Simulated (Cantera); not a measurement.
Input: 1 mol toluene, 21 mol H2, at 7.70 mbar.

Method: chemical equilibrium by Gibbs-energy minimisation in Cantera with the NASA 1993 tables (ideal gas, pure condensed phases). Candidate condensed phases: C, C6H6, C7H8, C8H18; 76 gas species. Kinetics and transport are ignored.

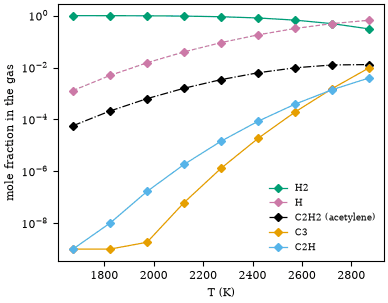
*Equilibrium gas composition (values under 1e-9 drawn at 1e-9)*

From 1673 K to 2873 K the condensed part is C(graphite). The main C-bearing gas is C2H2 (acetylene) at 1673 K and C3 at 2873 K. The share of C in condensed phases is highest at 1673 K (100.0 %) and lowest at 2873 K (62.3 %).
